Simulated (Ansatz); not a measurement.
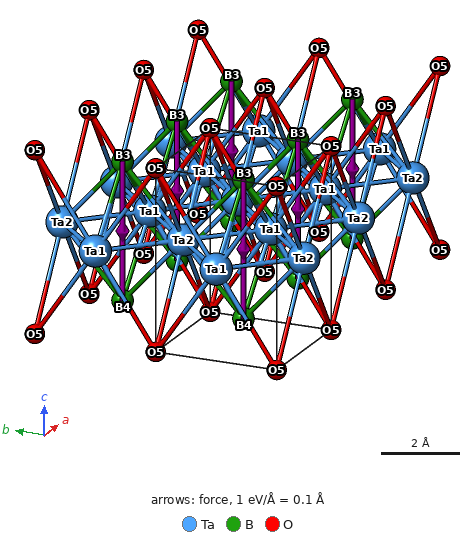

Starting geometry of crystalline Ta2B2O (a generated structure, set up in P4/mmm) (coarse preliminary run) with the computed forces as purple arrows. Style: ball-and-stick. Shown: the cell of the calculation, repeated 3 × 2 × 1 with one cell outlined, from a free direction.

Theory: DFT PBE, scalar-relativistic, plane waves, PAW in Ansatz.

Input
```yaml
crystal:
  lattice:
    - [3.43343475, 0.0, 0.0]
    - [0.0, 3.43343475, 0.0]
    - [0.0, 0.0, 5.04144736]
  atoms:
    - { symbol: Ta, position: [0.0, 0.5, 0.5] }
    - { symbol: Ta, position: [0.5, 0.0, 0.5] }
    - { symbol: B, position: [0.5, 0.5, 0.87813422] }
    - { symbol: B, position: [0.5, 0.5, 0.12186578] }
    - { symbol: O, position: [0.0, 0.0, 0.0] }
basis:
  ecutwfc: 420
kpoints:
  mp_grid: { grid: [6, 6, 4] }
hamiltonian:
  xc: pbe
scf:
  occupations: { method: gaussian, width: 0.1 }
  lower_state_search: "off"
output:
  forces: true
  stress: true
  eigenvalues: true
relax:
  adjacent_minimum: "off"
  f_tol: 0.04
  max_steps: 70
  cell: { stress_tol: 0.4 }
```

Launched with:
```bash
ansatz run input.yaml --threads 1 --pin off --max-ram 2560MiB --backend cpu --events-out ev --progress --plain --runs-dir out
```

Question: What follows when this structure is relaxed?

Answer: It isn't relaxed: the largest force vector, on B atoms, is 22.26 eV/Å. The atoms end up moving mostly along the starting forces (cosine between the two patterns 1.00). After 16 accepted moves (18 points after the start) the energy has fallen by 1906 meV per atom. The largest force component goes from 22 to 0.011 eV/Å. Pressure: 47.37 GPa at the start and 0.11 GPa at the end. At 2 points the geometry stayed and the basis and grid were re-selected for the new cell (energy shift of 67.1 meV per atom at most each time). The largest moves relative to the cell, 0.40 Å, are those of B3 and B4. B4 goes along +c. Ta and O stay in place. Cell: a = b 3.433 → 4.293 Å (+25.0 %), c 5.041 → 3.191 Å (−36.7 %). Volume −1.1 %. Among the contacts that change: B3–B4 3.813 → 1.604 Å, Ta1–Ta1 5.041 → 3.191 Å, Ta1–Ta2 2.428 → 3.035 Å, Ta1–O5 3.050 → 2.674 Å. New bonds form: B3–B4 (3.81 → 1.60 Å). Bond angles that change, for instance: Ta1–B3–Ta1 84.0° → 139.0°, Ta1–B3–B4 138.0° → 110.5°, Ta1–B3–Ta2 56.5° → 83.0°. The space group stays P4/mmm (No. 123).
